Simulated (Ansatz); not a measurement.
**HSE06/aug-cc-pVDZ run of BBrF2 (SMILES FB(F)Br)**

Aim: the vertical singlet–triplet gap of BBrF2 at HSE06/aug-cc-pVDZ, from 2 runs. 

The calculation is run with Ansatz 0.2.0.

45 further runs of the same task are left out: 3 that didn't finish, 42 set aside as unsound or not needed.

## (1) The structure to begin with

The species is BBrF2 (4 atoms), meant as a singlet with charge 0. SMILES: `FB(F)Br`. Geometry: relaxed at PBE0-D4/def2-TZVP.

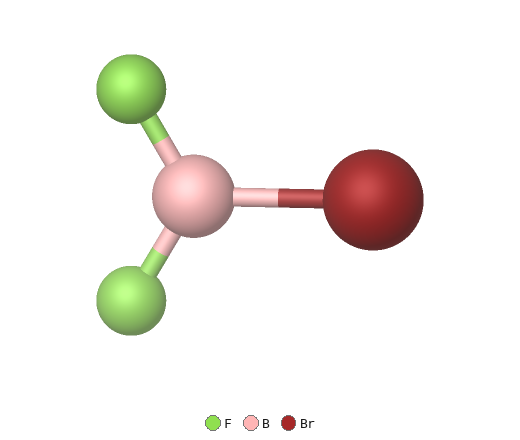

The structure, seen from a chosen angle (fluorine green, boron pink, bromine red).

## (2) The energy at HSE06/aug-cc-pVDZ

File job.yaml:

```yaml
crystal:
  periodic: [false, false, false]
  atoms:
    - {symbol: F, position_ang: [-0.215650, -1.366490, -0.109870]}
    - {symbol: B, position_ang: [-0.127940, -0.063330, -0.022770]}
    - {symbol: F, position_ang: [-1.212420, 0.659630, -0.144250]}
    - {symbol: Br, position_ang: [1.556010, 0.770190, 0.276890]}
basis:
  gaussian:
    orbitals: aug-cc-pVDZ
hamiltonian:
  xc: hse06
accuracy: high
output: {orbitals: {seedname: orbitals}}
```

Run with:

```sh
$ ansatz run job.yaml --threads 1 --pin off --max-ram 3480MiB --events-out events.jsonl --progress --plain --runs-dir runs
```

The program printed:

```text
Warning: RAYON_NUM_THREADS=1 ignored (pool sized by the plan → 1); use --threads N
Functional definition: HSE06
  name "HSE06"
  parameter a = 0.25
  parameter omega = 0.11/bohr
  exchange = pbe_x - a*pbe_x_sr(omega) + a*exact_x_sr(omega)
  correlation = pbe_c
2019 factors; integrals over basis functions are off by at most 4.3e-9 eV
129 factors; integrals over basis functions are off by at most 1.6e-9 eV
mean field evaluation 1: about -76143.9860 eV, gradient 3.6e1 eV
mean field evaluation 2: about -76141.4292 eV, gradient 5.5e1 eV
mean field evaluation 4: about -76145.9884 eV, gradient 7.6e-1 eV
mean field evaluation 8: about -76146.0925 eV, gradient 1.0e-1 eV
mean field evaluation 16: about -76146.0926 eV, gradient 2.8e-6 eV
mean field -76146.09255418 eV, -2798.3172876908 hartree, gradient 8.2e-8 eV, S^2 0.000000; 0 other end points of the search recorded, 0 dependent functions left out
reference -76146.09255939 eV, -2798.3172878824 hartree; 29, 29 occupied and 76, 76 virtual orbitals, 2019 factors
Total energy: -76146.09255939 eV, -2798.3172878824 hartree
```

Run time: 13 s. Hardware: 1 thread of Arm Neoverse V1, shared host; peak memory 0.38 GiB.

## (3) The triplet

File run.yaml:

```yaml
crystal:
  periodic: [false, false, false]
  atoms:
    - symbol: F
      position_ang: [-0.215650, -1.366490, -0.109870]
    - symbol: B
      position_ang: [-0.127940, -0.063330, -0.022770]
    - symbol: F
      position_ang: [-1.212420, 0.659630, -0.144250]
    - symbol: Br
      position_ang: [1.556010, 0.770190, 0.276890]
basis:
  gaussian:
    orbitals: aug-cc-pVDZ
hamiltonian:
  xc: hse06
magnetization:
  spin_polarized: true
  initial_magnetization: 2
accuracy: high
output: {orbitals: {seedname: orbitals}}
```

Run with:

```sh
$ ansatz run run.yaml --threads 1 --pin off --max-ram 3480MiB --events-out events.jsonl --progress --plain --runs-dir runs
```

The program printed, shortened:

```text
Warning: RAYON_NUM_THREADS=1 ignored (pool sized by the plan → 1); use --threads N
[... 2 set-up lines as earlier in the session ...]
[...]
2019 factors; integrals over basis functions are off by at most 4.3e-9 eV
129 factors; integrals over basis functions are off by at most 1.6e-9 eV
[...]
mean field -76139.02224462 eV, -2798.0574586070 hartree, gradient 1.0e-8 eV, S^2 2.004938; 12 other end points of the search recorded, 0 dependent functions left out
reference -76139.02225034 eV, -2798.0574588171 hartree; 30, 28 occupied and 75, 77 virtual orbitals, 2019 factors
Total energy: -76139.02225034 eV, -2798.0574588171 hartree
```

Wall time 3.5 min (1 thread of Arm Neoverse V1, shared host); peak memory 0.67 GiB.

## (4) Outcome

Level: HSE06/aug-cc-pVDZ.

| quantity | value |
| --- | --- |
| singlet: total energy | -2798.31729 Eh |
| singlet: HOMO energy | -8.70 eV |
| singlet: LUMO energy | -0.92 eV |
| singlet: HOMO–LUMO gap | 7.78 eV |
| triplet: total energy | -2798.05746 Eh |
| triplet: HOMO energy (highest over α and β) | -2.01 eV |
| triplet: ⟨S²⟩ | 2.005 |
| vertical energy of the triplet above the singlet | 7.070 eV |

**Reading.** At this shape the triplet lies 7.07 eV (682 kJ/mol) above the singlet.
